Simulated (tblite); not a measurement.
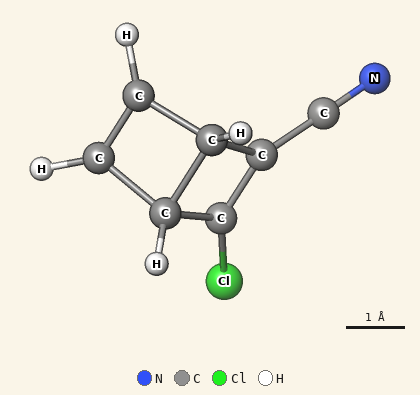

Figure 1. The structure as given in the input (ball-and-stick view, seen at a tilt).

## Run report: C$_{7}$H$_{4}$ClN, molecular dynamics

System: C$_{7}$H$_{4}$ClN.
Method: GFN2-xTB Langevin dynamics, gas phase (tblite 0.8.0).

## The input
```
{"job": {"kind": "md", "xc": "GFN2-xTB", "basis": "xTB", "temperature": 300, "steps": 2000, "every": 50}, "charge": 0, "multiplicity": 1}
N      1.166623     2.545017    -2.246407
C      0.965577     1.732952    -1.459096
C      0.701579     0.771166    -0.488094
C      1.263241    -0.387928    -0.088676
Cl     2.608258    -1.288385    -0.580000
C      0.217588    -0.691250     0.954603
C     -1.025093    -1.352839     0.393498
C     -1.587162    -0.208463     0.017752
C     -0.443360     0.647534     0.511659
H      0.536183    -0.921826     1.963424
H     -1.283488    -2.390917     0.318708
H     -2.490588     0.064626    -0.491588
H     -0.633746     1.480800     1.176490
```

The first line tells a small driver script what to run in tblite; the rest is the geometry in Å.

Hardware: 1 CPU thread, shared host.

Launch command:
```bash
OMP_NUM_THREADS=1 python <driver script> task.json out
```

## The program's output
```
t/fs     T/K      E/eV
    0.0   250.0   -662.80029
   25.0   107.2   -662.49683
   50.0   213.6   -662.50720
   75.0   196.2   -662.48396
  100.0   233.6   -662.36044
  125.0   318.1   -662.42187
  150.0   243.5   -662.36155
  175.0   243.1   -662.34558
  200.0   308.0   -662.41131
  225.0   259.7   -662.32971
  250.0   291.6   -662.43494
  275.0   199.9   -662.24055
  300.0   317.8   -662.46369
  325.0   233.1   -662.31363
  350.0   246.2   -662.32703
  375.0   373.8   -662.45922
  400.0   311.8   -662.31132
  425.0   448.6   -662.48056
  450.0   278.1   -662.12488
  475.0   366.5   -662.32023
  500.0   416.4   -662.30056
  525.0   353.4   -662.15117
  550.0   380.0   -662.46584
  575.0   283.0   -662.33191
  600.0   281.0   -662.45164
  625.0   324.5   -662.45326
  650.0   279.5   -662.50356
  675.0   209.3   -662.48218
  700.0   269.3   -662.41623
  725.0   271.7   -662.28385
  750.0   309.5   -662.40096
  775.0   329.7   -662.35869
  800.0   367.2   -662.19931
  825.0   380.4   -662.26355
  850.0   391.0   -662.21079
  875.0   337.4   -662.23960
  900.0   451.4   -662.31559
  925.0   486.3   -662.39078
  950.0   227.6   -662.04016
  975.0   416.7   -662.38592
 1000.0   316.2   -662.19669
```

## Trajectory as extended XYZ (Å, eV, eV/Å), 16 of the 41 frames kept, from step=0 to step=40
```
13
Properties=species:S:1:pos:R:3:forces:R:3 step=0 time_fs=0.0 energy=-662.80029 temperature=250.0
N     1.1666    2.5450   -2.2464   -0.0001  -0.0034  -0.0007
C     0.9656    1.7330   -1.4591    0.0023  -0.0028   0.0035
C     0.7016    0.7712   -0.4881   -0.0038   0.0005   0.0023
C     1.2632   -0.3879   -0.0887   -0.0033   0.0030  -0.0027
Cl    2.6083   -1.2884   -0.5800   -0.0016   0.0008   0.0030
C     0.2176   -0.6912    0.9546    0.0055   0.0019   0.0019
C    -1.0251   -1.3528    0.3935    0.0057   0.0006  -0.0072
C    -1.5872   -0.2085    0.0178   -0.0008   0.0024   0.0015
C    -0.4434    0.6475    0.5117    0.0022   0.0005  -0.0015
H     0.5362   -0.9218    1.9634   -0.0013  -0.0002   0.0036
H    -1.2835   -2.3909    0.3187    0.0002  -0.0006  -0.0038
H    -2.4906    0.0646   -0.4916   -0.0065   0.0004   0.0054
H    -0.6337    1.4808    1.1765    0.0016  -0.0030  -0.0052
13
Properties=species:S:1:pos:R:3:forces:R:3 step=3 time_fs=75.0 energy=-662.48396 temperature=196.2
N     1.0196    2.5956   -2.1529    0.3088   1.0585  -0.9442
C     0.8424    1.7388   -1.4264   -0.4430  -1.3475   1.0502
C     0.5579    0.7355   -0.4871    1.6727   0.1545  -0.9539
C     1.1349   -0.4333   -0.0945   -0.0723   0.8298  -0.0532
Cl    2.5198   -1.2226   -0.5906    0.3659  -0.4395  -0.1308
C     0.1200   -0.7129    0.9787   -0.2518  -0.4421  -0.1033
C    -1.1487   -1.3484    0.4134   -0.1710  -0.7072  -0.3945
C    -1.7154   -0.1982    0.0352   -0.2378  -0.5933   0.2865
C    -0.5063    0.6500    0.4933   -2.3910  -0.9186   1.8964
H     0.4230   -1.0641    1.9974   -0.2092   0.6896  -0.9467
H    -1.3665   -2.4325    0.2720    0.0590   1.2194   0.3002
H    -2.7296    0.0287   -0.3365    1.0925   0.0532   0.0896
H    -0.7647    1.4033    1.2215    0.2773   0.4431  -0.0964
13
Properties=species:S:1:pos:R:3:forces:R:3 step=5 time_fs=125.0 energy=-662.42187 temperature=318.1
N     1.1409    2.6390   -2.0596   -0.3285   0.1361   0.0869
C     0.8032    1.8088   -1.3399    0.9203  -0.5888  -0.2336
C     0.5824    0.7264   -0.4751   -0.1636   0.7772  -0.9939
C     1.1524   -0.4527   -0.1498   -1.0620   0.6087   0.7777
Cl    2.5665   -1.2626   -0.6002   -0.2905  -0.0137   0.0632
C     0.0505   -0.7191    0.9215   -0.5230   0.8512  -2.5697
C    -1.2176   -1.3403    0.3490    1.2940  -1.2919   0.6664
C    -1.7594   -0.1930    0.0237    0.0752   0.4281  -0.6058
C    -0.5996    0.6578    0.4564    0.2767  -0.6116   0.4526
H     0.3846   -0.8192    1.8792    0.6081  -0.6232   2.3055
H    -1.4189   -2.3913    0.2116   -0.1850   0.2374   0.0789
H    -2.6427    0.0154   -0.5058   -0.7653   0.4807  -0.2960
H    -0.7971    1.5771    1.0094    0.1436  -0.3901   0.2679
13
Properties=species:S:1:pos:R:3:forces:R:3 step=8 time_fs=200.0 energy=-662.41131 temperature=308.0
N     1.0199    2.6358   -2.0476    0.1109   0.5507  -0.2724
C     0.7812    1.7827   -1.3214    0.1619   0.0876  -0.7260
C     0.4734    0.7345   -0.5025   -0.1618  -0.4127   1.7086
C     1.0858   -0.3668   -0.0159    0.1597  -0.5832  -0.0972
Cl    2.5234   -1.2794   -0.4531   -1.1250   0.7317   0.3363
C    -0.0238   -0.7013    0.9845    0.6967   0.0262   0.3949
C    -1.1700   -1.4365    0.3748   -2.2629   1.1989  -1.3967
C    -1.7907   -0.3052   -0.0833    3.2681  -1.2232   2.2188
C    -0.7091    0.6261    0.4966    0.3132  -1.8172  -1.1624
H     0.2497   -0.9605    2.0172   -0.0045   0.3044  -0.4253
H    -1.5258   -2.4629    0.2564    0.7094   0.4305   0.2714
H    -2.5449    0.0396   -0.6694   -1.9599   0.1981  -1.2635
H    -1.0207    1.4488    1.0895    0.0942   0.5082   0.4134
13
Properties=species:S:1:pos:R:3:forces:R:3 step=11 time_fs=275.0 energy=-662.24055 temperature=199.9
N     0.7543    2.5674   -2.0766   -0.4009  -1.7233   1.7161
C     0.5886    1.7310   -1.2804    0.3299   0.2316  -0.3919
C     0.3810    0.6800   -0.3081   -0.1209   1.4837  -1.5586
C     0.9829   -0.4331    0.1150    1.4298  -0.7970  -0.3033
Cl    2.4041   -1.2969   -0.3208   -0.1667   0.3672   0.1381
C    -0.1189   -0.9185    1.0014    0.2683  -0.2844  -0.6239
C    -1.1110   -1.7274    0.1206    2.7035  -3.9519   2.6815
C    -1.7316   -0.7134   -0.3312    0.1922   2.9444   0.8571
C    -0.8656    0.3185    0.4583   -1.3279   0.8350  -0.0259
H     0.2177   -1.1183    2.0252   -0.7300  -0.1274  -0.3486
H    -1.0918   -2.8382    0.0620   -0.2804   1.1698  -0.2491
H    -2.5257   -0.6368   -0.9575   -1.8098   0.6032  -1.5847
H    -1.2910    1.1401    1.0663   -0.0871  -0.7509  -0.3067
13
Properties=species:S:1:pos:R:3:forces:R:3 step=13 time_fs=325.0 energy=-662.31363 temperature=233.1
N     0.8727    2.5058   -1.9028    0.3513   1.3436  -0.9187
C     0.5655    1.6326   -1.2452   -0.5446  -2.6280   1.5653
C     0.2334    0.5175   -0.4306    0.0808  -1.0774   1.2595
C     0.8613   -0.6000    0.1342   -0.4874   2.7523  -1.2465
Cl    2.3286   -1.3380   -0.1567    0.4826  -0.2185  -0.0210
C    -0.2761   -1.0320    0.9608   -1.0485  -0.1502   0.0125
C    -1.1686   -1.9332    0.1267   -2.0742   3.4770  -0.9168
C    -1.9374   -0.8448   -0.2899    1.5081  -2.6359  -0.3487
C    -1.0970    0.1960    0.3665    1.1986  -0.3501   0.4733
H    -0.2460   -1.2920    2.0149    0.4118   0.2912  -0.0802
H    -1.1112   -2.9434   -0.1725   -0.0461  -0.5413   0.1439
H    -2.6677   -0.7599   -1.0830   -0.0817   0.0495   0.4287
H    -1.5416    0.9891    0.9828    0.2492  -0.3122  -0.3512
13
Properties=species:S:1:pos:R:3:forces:R:3 step=16 time_fs=400.0 energy=-662.31132 temperature=311.8
N     0.8727    2.2449   -1.6774    0.6318   1.5450  -1.1495
C     0.5285    1.3766   -1.0363   -0.6904  -1.1526   0.7771
C     0.0880    0.3353   -0.2273   -2.1391   3.3283  -1.3186
C     0.6579   -0.6764    0.3125    2.5101  -3.4134   1.4553
Cl    2.2861   -1.2642    0.1052   -0.7200   0.0396   0.3144
C    -0.5570   -1.1916    1.0396   -0.0609  -0.9988  -0.9589
C    -1.4649   -2.0120    0.1029    2.3055  -2.3021   1.9035
C    -2.0254   -1.0343   -0.4845   -0.7332   3.8680  -0.3007
C    -1.2800    0.0079    0.3806   -0.1658   0.2343  -0.4280
H    -0.4063   -1.5115    2.0531   -0.3497   0.2274   0.3644
H    -1.4291   -3.0438   -0.0232   -0.1833  -1.3988  -0.1704
H    -2.7095   -0.7977   -1.2491   -0.5039  -0.2120  -0.5288
H    -1.8608    0.7357    0.9231    0.0988   0.2353   0.0402
13
Properties=species:S:1:pos:R:3:forces:R:3 step=19 time_fs=475.0 energy=-662.32023 temperature=366.5
N     1.0297    2.0436   -1.4958   -0.8946  -0.8235   0.3281
C     0.4506    1.2259   -0.9066    1.5860   2.2697  -1.0772
C     0.0116    0.2805   -0.0445    0.0670  -2.5971   0.5734
C     0.6076   -0.8940    0.3675    0.6201   1.2086  -0.6918
Cl    2.2536   -1.4740    0.2591   -1.2192   0.2578   0.0219
C    -0.5862   -1.4088    1.0889   -0.9487   1.4839  -0.7411
C    -1.6565   -2.0676    0.2500   -0.3356   2.5110   0.1196
C    -2.2503   -0.9020   -0.1127    0.1717  -2.3808  -0.2819
C    -1.3170   -0.0678    0.6303    1.3964   1.3160   1.3017
H    -0.4425   -1.5389    2.1127   -0.0208  -0.8293   1.4663
H    -1.8234   -3.0664    0.0946   -0.2957  -1.8198  -0.4536
H    -3.0410   -0.7056   -0.7990   -0.2462   0.2631  -0.0582
H    -1.6509    0.7373    1.3338    0.1196  -0.8596  -0.5073
13
Properties=species:S:1:pos:R:3:forces:R:3 step=21 time_fs=525.0 energy=-662.15117 temperature=353.4
N     1.0747    2.0453   -1.5165    0.7102   1.0690  -0.9297
C     0.6478    1.1850   -0.9117   -1.5430  -1.3014   1.4616
C     0.0532    0.1944   -0.0687   -0.2255   3.0115  -2.1142
C     0.6092   -0.9054    0.3569   -1.4559  -2.5663   1.9653
Cl    2.1059   -1.6128    0.2049    0.4801  -0.3780  -0.0151
C    -0.6939   -1.3125    1.1435   -0.4213  -1.3261   0.4626
C    -1.8994   -1.9963    0.4122    2.1362  -0.3374   0.5901
C    -2.3500   -0.9071   -0.1416    0.0531   2.7167  -0.4486
C    -1.3026   -0.0024    0.5764    0.7236  -1.8907  -1.4179
H    -0.6463   -1.6232    2.2331    0.2441   0.6920  -1.2339
H    -2.1306   -3.0184    0.4316   -0.3528  -0.8933  -0.1733
H    -3.1258   -0.5219   -0.8202    0.4637  -0.7154   0.5596
H    -1.6636    0.6702    1.2548   -0.8123   1.9193   1.2936
13
Properties=species:S:1:pos:R:3:forces:R:3 step=24 time_fs=600.0 energy=-662.45164 temperature=281.0
N     0.9685    1.9392   -1.7258    0.6683   1.5920  -1.4369
C     0.4787    1.1537   -1.0718    0.0206  -1.4331   1.2996
C     0.0416    0.1973   -0.1785   -0.9571  -0.9662   0.8139
C     0.4268   -0.9624    0.4297    0.5170   1.0158  -1.5457
Cl    1.7523   -1.9441    0.1212    0.4534  -0.3295   0.2249
C    -0.8611   -1.2310    1.1175    1.1046   0.8454   1.7788
C    -1.8168   -1.9279    0.2501   -1.1498   0.0199  -0.0435
C    -2.2976   -0.8191   -0.3017   -0.2122   1.0109  -0.6491
C    -1.3455    0.1002    0.4821    0.0035   0.2959  -0.0026
H    -0.7491   -1.3294    2.2101   -0.4420  -0.3515  -0.4725
H    -2.0659   -2.9528    0.2231   -0.0583  -0.6493  -0.2670
H    -2.9625   -0.5705   -1.1493    0.4866  -0.2731   0.8768
H    -1.5834    0.9981    1.0903   -0.4346  -0.7772  -0.5769
13
Properties=species:S:1:pos:R:3:forces:R:3 step=27 time_fs=675.0 energy=-662.48218 temperature=209.3
N     0.8616    1.9084   -1.8541   -0.9900  -1.7823   1.6687
C     0.4423    1.1078   -1.1075    1.2250   1.7091  -1.6729
C    -0.0544    0.1678   -0.2201   -0.1383  -0.2457   0.6159
C     0.2995   -1.0457    0.3073   -0.7426   1.1171  -0.9107
Cl    1.6289   -1.9944   -0.0491    0.2767  -0.5130   0.1694
C    -1.0210   -1.2242    1.0209    0.4935  -0.6025  -0.0503
C    -2.1795   -1.7333    0.1795    0.3005   0.7549  -0.0291
C    -2.5295   -0.5047   -0.1863   -0.1253   0.6470  -1.2298
C    -1.3699    0.1895    0.5272   -1.5627   1.0611   1.0080
H    -1.0767   -1.5723    2.0193    0.3222  -0.0569   1.0098
H    -2.5247   -2.7265    0.0210   -0.1321  -0.2043  -0.0782
H    -3.2278   -0.0724   -0.9216    0.3277  -0.3980   0.7428
H    -1.6598    1.0733    1.2320    0.7455  -1.4866  -1.2435
13
Properties=species:S:1:pos:R:3:forces:R:3 step=29 time_fs=725.0 energy=-662.28385 temperature=271.7
N     1.1041    1.8088   -1.9361    0.8168   1.3394  -1.1325
C     0.4679    1.1994   -1.2208   -0.8187  -2.1489   1.3002
C    -0.1316    0.2536   -0.3558    1.2948  -0.3511  -0.6939
C     0.2412   -1.0065    0.0832   -0.6382   2.2809  -0.1996
Cl    1.5673   -2.0271   -0.1855   -0.3583   0.1411   0.0233
C    -0.9616   -1.0947    0.9908   -0.9141   0.2156  -0.0316
C    -2.1884   -1.5245    0.1847   -1.7483  -0.2838   0.5390
C    -2.6256   -0.3061   -0.1632    1.9211  -0.4530   0.2800
C    -1.3953    0.3801    0.4387    0.6203  -3.1551  -0.1123
H    -0.8072   -1.4506    2.0490   -0.3868   0.5846  -1.1851
H    -2.7353   -2.4748    0.1283    0.7604   0.3583  -0.0837
H    -3.3440    0.1434   -0.8061   -0.3257  -0.1336  -0.0570
H    -1.5106    1.2241    1.0129   -0.2233   1.6057   1.3531
13
Properties=species:S:1:pos:R:3:forces:R:3 step=32 time_fs=800.0 energy=-662.19931 temperature=367.2
N     1.2781    1.6764   -1.9901   -0.4756  -0.0167   0.1174
C     0.5670    1.0749   -1.3104    1.1019   0.6669  -0.7396
C    -0.0872    0.2557   -0.4276   -0.3691   0.2374  -0.2207
C     0.1013   -1.0034   -0.0664    1.3599  -2.0533   0.8330
Cl    1.3639   -2.2459   -0.2905   -1.2692   1.2104   0.0087
C    -1.0604   -1.0317    0.9315    1.3745  -0.2540  -0.4698
C    -2.2874   -1.3432    0.2043   -2.5387  -1.3302  -0.3812
C    -2.5873   -0.0737   -0.1568    2.1400  -2.3194   1.0368
C    -1.2945    0.4075    0.4852   -0.5482   1.5711  -0.8120
H    -0.7744   -1.4530    1.8623   -0.1788  -0.0030   0.8815
H    -2.7757   -2.3605    0.1009    0.5545   1.5221  -0.0385
H    -3.1766    0.2947   -0.9124   -1.2269   0.9366  -0.9284
H    -1.3226    1.3640    0.9851    0.0757  -0.1679   0.7128
13
Properties=species:S:1:pos:R:3:forces:R:3 step=35 time_fs=875.0 energy=-662.23960 temperature=337.4
N     1.1834    1.6540   -1.9572   -0.8230  -0.3812   0.7806
C     0.5877    1.0459   -1.1704    1.1052  -0.1428  -0.5871
C     0.0365    0.1864   -0.2169   -0.0163  -1.1822   0.2594
C     0.0936   -1.1679    0.0888    0.0988   1.6837   0.1169
Cl    1.0498   -2.5002   -0.3675   -0.2162   0.3960  -0.0279
C    -1.0214   -1.1263    1.1039   -1.3489   2.0833  -2.1046
C    -2.4074   -1.2016    0.3830    1.0523  -0.6707  -1.0695
C    -2.4211    0.0772   -0.0334    1.3727  -1.8248   2.4039
C    -1.1355    0.4533    0.7095   -0.1238  -0.6638   1.0829
H    -0.9322   -1.5444    2.0631    0.1948  -0.2984   0.9271
H    -2.8073   -2.1749    0.0157   -0.1482   1.2392   0.5791
H    -3.0459    0.7362   -0.5001   -1.3675   1.0059  -1.1218
H    -1.1522    1.2992    1.4817    0.2202  -1.2442  -1.2391
13
Properties=species:S:1:pos:R:3:forces:R:3 step=37 time_fs=925.0 energy=-662.39078 temperature=486.3
N     0.9386    1.6072   -1.8971    0.3296   0.1802  -0.5229
C     0.6519    0.7604   -1.1806    0.0422   0.3403   0.2493
C     0.1232   -0.0401   -0.1856   -0.7276   1.9274  -0.7169
C     0.0250   -1.3094    0.1355    0.1664  -1.0668   0.3946
Cl    0.8950   -2.6355   -0.4021    0.0824  -0.6405  -0.0278
C    -1.0517   -1.0972    1.1615    0.9671  -0.2009   1.8333
C    -2.4137   -1.0580    0.5990   -2.2790  -0.6190  -0.3776
C    -2.4271    0.2358    0.3047    0.1986   1.5964  -0.9422
C    -0.9930    0.4180    0.7813    0.1994  -0.9870  -0.5069
H    -0.7875   -1.4093    2.2172   -0.6779   0.0670  -1.1805
H    -3.2026   -1.8036    0.4358    0.7034   0.1791   0.2483
H    -3.0825    1.0066   -0.2289    0.9533  -1.5000   0.9745
H    -0.6980    1.1656    1.4677    0.0421   0.7240   0.5749
13
Properties=species:S:1:pos:R:3:forces:R:3 step=40 time_fs=1000.0 energy=-662.19669 temperature=316.2
N     1.0771    1.5601   -1.9038    0.7616   0.6626  -0.9168
C     0.6939    0.7324   -1.2201   -1.1204  -0.2907   0.9668
C     0.0099   -0.0436   -0.2886    0.8689  -1.1201   0.3232
C    -0.0187   -1.3544    0.0548    0.3364  -0.1393   0.1993
Cl    0.7234   -2.7557   -0.4965    0.1121  -0.2996  -0.2820
C    -1.0214   -1.1976    1.1783    0.9647   0.0287  -1.6946
C    -2.4100   -1.1986    0.6308   -0.1584   1.8496  -1.0584
C    -2.3702    0.1433    0.4299   -1.6118   0.5965  -0.4357
C    -0.9028    0.2942    0.8502   -2.4279   1.3338   0.1705
H    -0.9175   -1.5445    2.1462    0.6032  -0.8897   1.5691
H    -2.9626   -1.9908    0.1607   -0.2926   0.0255   0.6326
H    -3.1523    0.9538    0.1276    1.5822  -1.6674   0.4153
H    -0.6992    1.1183    1.5201    0.3821  -0.0899   0.1107
```

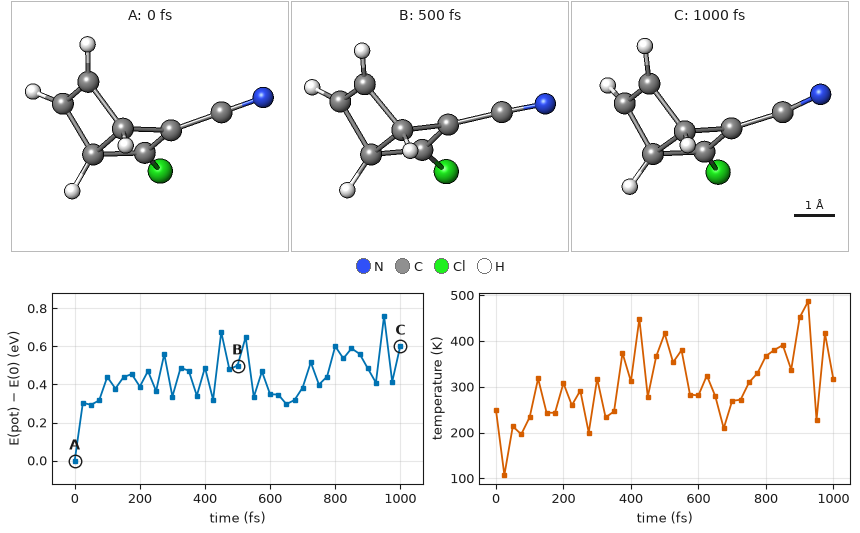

Figure 2. Frames of the molecular dynamics (ball-and-stick, seen at a tilt) above the curves, on which the letters mark them. The trajectory kept here has 41 frames over 1000 fs. The temperature starts at 250 K, ranges from 107 to 486 K and averages 337 K over the second half. The potential energy ends 0.604 eV above its first value. After an unweighted best fit of the last frame on the first, the root-mean-square displacement is 0.15 Å, and H11 has moved furthest (0.39 Å).

## Summary

| quantity | value |
| --- | --- |
| outcome | finished |
| mean temperature over the second half | 337 K |
| trajectory | 41 frames kept, 1000 fs |
| wall time | 23 s |
| peak memory | 0.18 GiB |
